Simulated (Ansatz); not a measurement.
## A computed series for hypothetical Pm-3n ZnO: pressure series

Base system: ZnO (space group Pm-3n, No. 223; a hypothetical phase, not in the database extracts checked).

```yaml
crystal:
  lattice:
    - [5.65658, 0.00000, 0.00000]
    - [0.00000, 5.65658, 0.00000]
    - [0.00000, 0.00000, 5.65658]
  atoms:
    - { symbol: Zn, position: [0.25000, 0.00000, 0.50000] }
    - { symbol: Zn, position: [0.50000, 0.25000, 0.00000] }
    - { symbol: Zn, position: [0.50000, 0.75000, 0.00000] }
    - { symbol: Zn, position: [0.75000, 0.00000, 0.50000] }
    - { symbol: Zn, position: [0.00000, 0.50000, 0.75000] }
    - { symbol: Zn, position: [0.00000, 0.50000, 0.25000] }
    - { symbol: O, position: [0.25000, 0.50000, 0.00000] }
    - { symbol: O, position: [0.00000, 0.25000, 0.50000] }
    - { symbol: O, position: [0.00000, 0.75000, 0.50000] }
    - { symbol: O, position: [0.75000, 0.50000, 0.00000] }
    - { symbol: O, position: [0.50000, 0.00000, 0.75000] }
    - { symbol: O, position: [0.50000, 0.00000, 0.25000] }
```

Cell and atoms are relaxed at each pressure.

Levels (all Ansatz, a quantum-chemistry and plane-wave program, PAW): PBE (420 eV, no SOC); PBEsol (420 eV, without spin-orbit coupling).

The base cell above is that of PBE; each level relaxes its own structures.

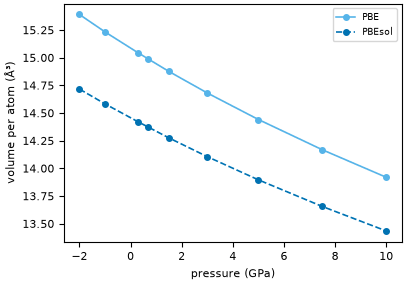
Volume per atom under two levels

Problem. How do the two levels compare along the series?

Solution. PBE lies above PBEsol in every row, by 0.48 Å³ to 0.67 Å³. They put the cases in the same order.

Load acts through the strain it causes; cell and atoms are relaxed under it. Stability against distortions was not tested. Competing high-pressure phases were not computed.
